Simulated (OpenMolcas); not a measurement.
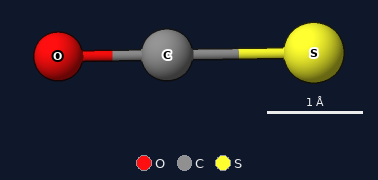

*The input geometry (ball-and-stick view, seen on its broad side).*

## Single-point calculation of COS

COS, computed with HF/ANO-R0, RHF, sfX2C (OpenMolcas 26.06).

The geometry comes from this level: PBE0-D4/def2-TZVP.

The program's output
```
--- Start Module: gateway ---

                                              &GATEWAY

                       available to each process: 1.9 GB of memory, 1 thread

++    Symmetry information:
      ---------------------

                    Character Table for C1

                             E
                    a        1  x, y, xy, Rz, z, xz, Ry, yz, Rx, I
--

++    Basis set information:
      ----------------------

      Basis set label: O.ANO-R...2S1P.

      Electronic valence basis set:
      ------------------
      Associated Effective Charge   8.000000 au
      Associated Actual Charge      8.000000 au
      Nuclear Model: Finite nucleus - Gaussian distribution
        Gaussian exponent, Xi/bohr**(-2):  5.86314E+08

      Shell  nPrim  nBasis  Cartesian Spherical Contaminant
         s      13       2        X
         p       8       1        X

      Basis set label: C.ANO-R...2S1P.

      Electronic valence basis set:
      ------------------
      Associated Effective Charge   6.000000 au
      Associated Actual Charge      6.000000 au
      Nuclear Model: Finite nucleus - Gaussian distribution
        Gaussian exponent, Xi/bohr**(-2):  6.80775E+08

      Shell  nPrim  nBasis  Cartesian Spherical Contaminant
         s      12       2        X
         p       7       1        X

      Basis set label: S.ANO-R...3S2P.

      Electronic valence basis set:
      ------------------
      Associated Effective Charge  16.000000 au
      Associated Actual Charge     16.000000 au
      Nuclear Model: Finite nucleus - Gaussian distribution
        Gaussian exponent, Xi/bohr**(-2):  4.04080E+08

      Shell  nPrim  nBasis  Cartesian Spherical Contaminant
         s      17       3        X
         p      11       2        X
--

++    Molecular structure info:
      -------------------------

                    ************************************************
                    **** Cartesian Coordinates / bohr, angstrom ****
                    ************************************************

     Center  Label                x              y              z                     x              y              z
        1      O1               1.742309       1.293347       1.100104              0.921990       0.684410       0.582150
        2      C2               0.182812       0.135682       0.115424              0.096740       0.071800       0.061080
        3      S3              -1.925102      -1.429030      -1.215529             -1.018720      -0.756210      -0.643230

                    ***************************************
                    *    InterNuclear Distances / bohr    *
                    ***************************************

               1 O1            2 C2            3 S3
    1 O1       0.000000
    2 C2       2.177570        0.000000
    3 S3       5.120878        2.943308        0.000000

                    *******************************************
                    *    InterNuclear Distances / angstrom    *
                    *******************************************

               1 O1            2 C2            3 S3
    1 O1       0.000000
    2 C2       1.152320        0.000000
    3 S3       2.709852        1.557531        0.000000

                    **************************************
                    *    Valence Bond Angles / degree    *
                    **************************************
                          Atom centers                 Phi
                      1 O1       2 C2       3 S3       180.00
--

            Nuclear Potential Energy             79.65499587 au

--- Stop Module: gateway /rc=_RC_ALL_IS_WELL_ ---

--- Start Module: seward ---

                                              &SEWARD

                       available to each process: 1.9 GB of memory, 1 thread

               SEWARD will generate:
                  Multipole Moment integrals up to order  2
                  Kinetic Energy integrals
                  Nuclear Attraction integrals (finite nuclei - Gaussian type)
                  One-Electron Hamiltonian integrals
                  Velocity integrals
                  Relativistic X2C integrals
                  Orbital angular momentum around ( -0.5251  -0.3898  -0.3315 )
                  Velocity quadrupole around ( -0.5251  -0.3898  -0.3315 )
                  Atomic mean-field integrals
                  Two-Electron Repulsion integrals

                   Integrals are discarded if absolute value <: 1.00E-14
                   Integral cutoff threshold is set to       <: 1.00E-16

            Nuclear Potential Energy             79.65499587 au

      Basis set specifications :
      Symmetry species         a
      Basis functions           19

--- Stop Module: seward /rc=_RC_ALL_IS_WELL_ ---

--- Start Module: scf ---

                                                &SCF

                       available to each process: 1.9 GB of memory, 1 thread

++    Input section:
      --------------

      Header of the integral files:

      Cartesian coordinates in angstrom:
      -----------------------------------------------------
      No.  Label        X            Y            Z
      -----------------------------------------------------
       1   O1         0.92199000   0.68441000   0.58215000
       2   C2         0.09674000   0.07180000   0.06108000
       3   S3        -1.01872000  -0.75621000  -0.64323000
      -----------------------------------------------------
      Nuclear repulsion energy =   79.65499587
--

++    Orbital specifications:
      -----------------------

      Symmetry species               1
                                     a
      Frozen orbitals                0
      Occupied orbitals             15
      Secondary orbitals             4
      Deleted orbitals               0
      Total number of orbitals      19
      Number of basis functions     19
--

      Molecular charge                           0.000

++    Optimization specifications:
      ----------------------------

      SCF Algorithm: Conventional
      Minimized density differences are used
      Number of density matrices in core                 5
      Maximum number of NDDO SCF iterations            400
      Maximum number of HF SCF iterations              400
      Threshold for SCF energy change             1.00E-09
      Threshold for density matrix                1.00E-04
      Threshold for Fock matrix                   1.50E-04
      Threshold for linear dependence             1.00E-09
      Threshold at which DIIS is turned on        1.50E-01
      Maximum depth in the DIIS procedure                5
      Maximum depth in the BFGS Hessian update          30
      Threshold at which QNR/C2DIIS is turned on  7.50E-02
      Threshold for Norm(delta) (QNR/C2DIIS)      1.00E-03
      All orbitals punched on: SCFORB
--

      Input vectors read from INPORB
      Orbital file label: *Guess orbitals

++ Convergence information
                                   SCF        iterations: Energy and convergence statistics

Iter     Tot. SCF        One-elec.       Two-elec.     Energy      Max Dij or  Max Fij      DNorm      TNorm      AccCon     Time
         Energy          Energy          Energy        Change      Delta Norm                                                in Sec.
   1  -510.875785474  -863.358261694   272.827480346   0.00E+00    8.09E-01*   1.91E-01*    7.71E+00   8.26E+01   None         0.
   2  -510.803796224  -863.019256861   272.560464762   7.20E-02*   1.00E-01*   1.43E-01*    3.19E+00   8.30E+01   EDIIS        0.
   3  -511.201647000  -863.344518067   272.487875193  -3.98E-01*   4.54E-02*   2.00E-02*    7.00E-01   8.27E+01   c2DIIS       0.
   4  -511.206023139  -863.407479512   272.546460498  -4.38E-03*   1.95E-02*   1.30E-02*    1.56E-01   8.28E+01   QNRc2DIIS    0.
   5  -511.206823040  -863.445778834   272.583959919  -8.00E-04*   1.93E-02*   5.48E-03*    3.28E-02   8.28E+01   QNRc2DIIS    0.
   6  -511.207127116  -863.469569292   272.607446301  -3.04E-04*   2.08E-03*   1.50E-03*    1.63E-02   8.28E+01   QNRc2DIIS    0.
   7  -511.207136160  -863.466690122   272.604558087  -9.04E-06*   5.14E-04    2.90E-04*    2.78E-03   8.28E+01   QNRc2DIIS    0.
   8  -511.207136590  -863.466106916   272.603974451  -4.30E-07*   1.63E-04    6.51E-05     1.22E-03   8.28E+01   QNRc2DIIS    0.
   9  -511.207136641  -863.466279666   272.604147151  -5.04E-08*   4.55E-05    2.44E-05     3.06E-04   8.28E+01   QNRc2DIIS    0.
  10  -511.207136644  -863.466291493   272.604158974  -3.51E-09*   2.86E-06    1.34E-06     2.55E-05   8.28E+01   QNRc2DIIS    0.
  11  -511.207136644  -863.466285908   272.604153388  -1.36E-11    2.18E-07    1.81E-07     1.07E-04   8.28E+01   QNRc2DIIS    0.

       Convergence after  11 Iterations
--

 *****************************************************************************************************************************
 *                                             SCF/KS-DFT Program, Final results                                             *
 *                                                       Final Results                                                       *
 *****************************************************************************************************************************

::    Total SCF energy                               -511.2071366443
      One-electron energy                            -863.4662859076
      Two-electron energy                             272.6041533885
      Nuclear repulsion energy                         79.6549958748
      Kinetic energy (interpolated)                   519.8186660046
      Virial theorem                                    0.9834335896
      Total spin, S(S+1)                                0.0000000000
      Total spin, S                                     0.0000000000
      Max non-diagonal density matrix element           0.0000002067
      Max non-diagonal Fock matrix element              0.0000000317

      No orbitals printed

++    Molecular charges:
      ------------------

      Mulliken charges per centre
      ---------------------------

                O1      C2      S3
      Total    8.1023  5.9430 15.9547

      N-E     -0.1023  0.0570  0.0453

      Total electronic charge=   30.000000

      Total            charge=   -0.000000
--

++    Static properties:
      ------------------

      LoProp Charges per center

                   O1       C2       S3
      Nuclear      8.0000   6.0000  16.0000
      Electronic  -8.0147  -5.9527 -16.0326

      Total       -0.0147   0.0473  -0.0326
--

++    Natural Bond Order analysis
      ---------------------------
      Based on LoProp computed density
      -------------------------------------------------------------------------------------
      Atom A       Atom B       Bond Order
      -------------------------------------------------------------------------------------
      NBO located      0.997 non-bonded electrons on atom O1
      NBO located      0.996 non-bonded electrons on atom C2
      NBO located      0.932 non-bonded electrons on atom C2
      NBO located      0.992 non-bonded electrons on atom S3
      NBO located      0.997 non-bonded electrons on atom S3
      NBO located      1.000 non-bonded electrons on atom S3
      NBO located      0.999 non-bonded electrons on atom S3
      NBO located      0.999 non-bonded electrons on atom S3
      NBO located      0.999 non-bonded electrons on atom S3
      The remaining    7.040 electrons are to be considered as diffuse
--

++    Molecular properties:
      ---------------------

      Charge (e):
                      =   -0.0000
      Dipole Moment (debye):
      Origin of the operator (angstrom)=   -0.2779   -0.2063   -0.1754
                   X=  4.8537E-01               Y=  3.6029E-01               Z=  3.0647E-01           Total=  6.7773E-01
      Quadrupole Moment (debye*angstrom):
      Origin of the operator (angstrom)=   -0.2779   -0.2063   -0.1754
                  XX= -2.4101E+01              XY= -8.4713E-01              XZ= -7.2054E-01              YY= -2.3588E+01
                  YZ= -5.3489E-01              ZZ= -2.3415E+01
      In traceless form (debye*angstrom)
                  XX= -5.9925E-01              XY= -1.2707E+00              XZ= -1.0808E+00              YY=  1.6920E-01
                  YZ= -8.0233E-01              ZZ=  4.3005E-01
--

--- Stop Module: scf /rc=_RC_ALL_IS_WELL_ ---

.##################.
.# Happy landing! #.
.##################.

    Timing: Wall=1.32 User=0.89 System=0.40
```

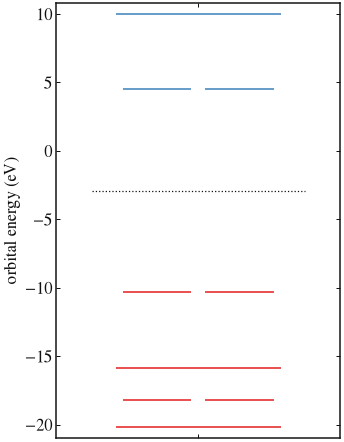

*Orbital energies near the frontier; the dotted line parts filled from empty levels, and levels within 0.02 eV of each other stand side by side.*

Highest filled −10.34 eV, lowest empty 4.55 eV, 14.89 eV apart.

The run was set up as follows.

The input
```
&GATEWAY
Coord
3
angstrom
O        0.921990       0.684410       0.582150
C        0.096740       0.071800       0.061080
S       -1.018720      -0.756210      -0.643230
Basis
ANO-R0
Group
NoSym
&SEWARD
&SCF
PrOrbitals
0
```

Run as:
```bash
export MOLCAS_MEM=1860
pymolcas step1.input > step1.log
```

Summary

- outcome: converged
- total energy: −511.207137 hartree
- basis functions: 19
- HOMO: −10.34 eV
- LUMO: 4.55 eV
- dipole moment: 0.68 debye
- hardware: 1 thread of Intel Xeon (Granite Rapids), 96 GiB of memory available, shared host
- wall time: 1.5 s
- peak memory: 0.41 GiB
